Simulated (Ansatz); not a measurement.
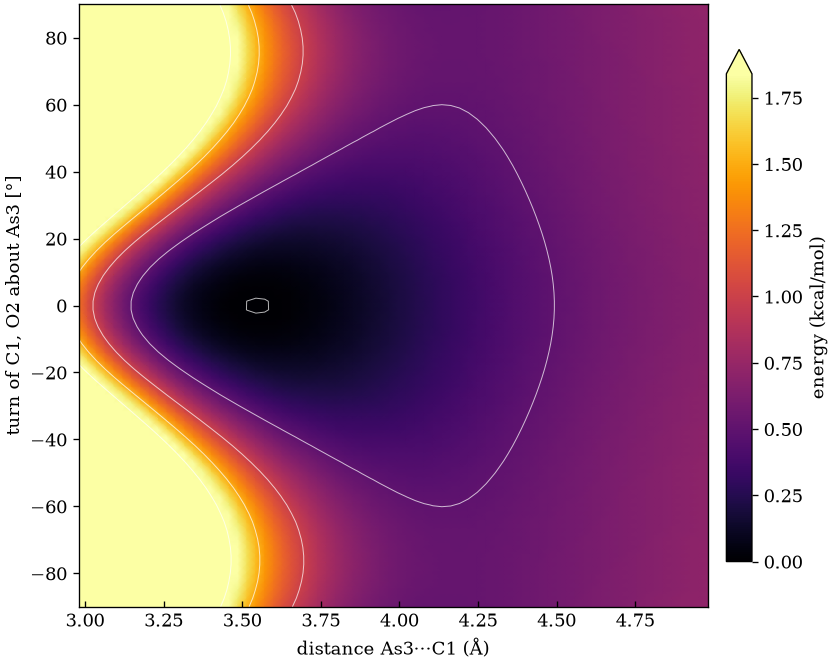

Energy landscape of the pair CO···AsH₃. The turn is about an axis along (0.49, −0.83, 0.28) in the frame of the relaxed pair, normal to the line between the partners. First axis: distance As3···C1. Second axis: turn of C1, O2 about As3. The grid has 15 × 15 points. Points are written as (first, second). Energies: kcal/mol, counted from the lowest grid point. The calculation used RKS B3LYP-D4/def2-TZVPD (Ansatz 0.2.0).

The picture shows a smooth colour map with a few white contour lines, one colour for all values above the top of the scale. Between grid points the surface is interpolated. 

What does the map say about the system?

The lowest grid point is at (3.591 Å, 0.0°). The energy also falls towards the edge at (4.229 Å, 90.0°) (0.52 kcal/mol above the lowest) and (4.229 Å, −90.0°) (0.52 kcal/mol above the lowest), where a further well may lie outside the range. The highest grid point, (2.980 Å, −77.1°), lies 9.44 kcal/mol above the lowest. Round the minimum the two coordinates are nearly uncoupled.

The values on the grid:

```
turn of C1, O2 about As3 ↓, distance As3···C1 →  2.980  3.030  3.111  3.212  3.327  3.453  3.591  3.738  3.894  4.058  4.229  4.407  4.592  4.783  4.980
                                           90.0   8.49   7.26   5.62   4.05   2.78   1.85   1.20   0.81   0.61   0.53   0.52   0.56   0.62   0.67   0.72
                                           77.1   9.38   8.04   6.24   4.51   3.11   2.06   1.34   0.89   0.65   0.54   0.53   0.56   0.61   0.66   0.71
                                           64.3   8.80   7.54   5.84   4.22   2.89   1.92   1.24   0.83   0.61   0.52   0.52   0.55   0.60   0.66   0.71
                                           51.4   7.00   5.97   4.59   3.29   2.24   1.47   0.95   0.65   0.51   0.46   0.48   0.53   0.60   0.66   0.71
                                           38.6   4.77   4.03   3.06   2.14   1.42   0.91   0.59   0.43   0.37   0.39   0.44   0.51   0.58   0.65   0.70
                                           25.7   2.86   2.38   1.74   1.16   0.72   0.43   0.27   0.22   0.25   0.31   0.40   0.49   0.57   0.63   0.69
                                           12.9   1.66   1.33   0.90   0.53   0.27   0.12   0.07   0.09   0.16   0.26   0.37   0.46   0.55   0.62   0.68
                                            0.0   1.25   0.97   0.62   0.32   0.12   0.02   0.00   0.05   0.14   0.24   0.35   0.46   0.55   0.62   0.67
                                          −12.9   1.65   1.32   0.90   0.53   0.27   0.12   0.07   0.09   0.16   0.26   0.37   0.46   0.55   0.62   0.68
                                          −25.7   2.85   2.37   1.73   1.15   0.71   0.43   0.27   0.22   0.25   0.31   0.40   0.49   0.57   0.63   0.69
                                          −38.6   4.76   4.02   3.05   2.14   1.42   0.91   0.59   0.42   0.37   0.39   0.44   0.51   0.58   0.65   0.70
                                          −51.4   7.00   5.97   4.59   3.29   2.24   1.47   0.95   0.65   0.51   0.46   0.48   0.53   0.60   0.65   0.71
                                          −64.3   8.84   7.56   5.86   4.23   2.90   1.92   1.25   0.83   0.61   0.52   0.52   0.55   0.60   0.66   0.71
                                          −77.1   9.44   8.09   6.28   4.54   3.13   2.08   1.35   0.90   0.65   0.55   0.53   0.56   0.61   0.66   0.71
                                          −90.0   8.56   7.32   5.67   4.09   2.81   1.86   1.21   0.82   0.61   0.53   0.52   0.56   0.62   0.67   0.72
```

The whole map (225 points run) took 8.6 min on 1 thread of AMD EPYC 9R45 96-Core Processor (Zen 5) (shared host).
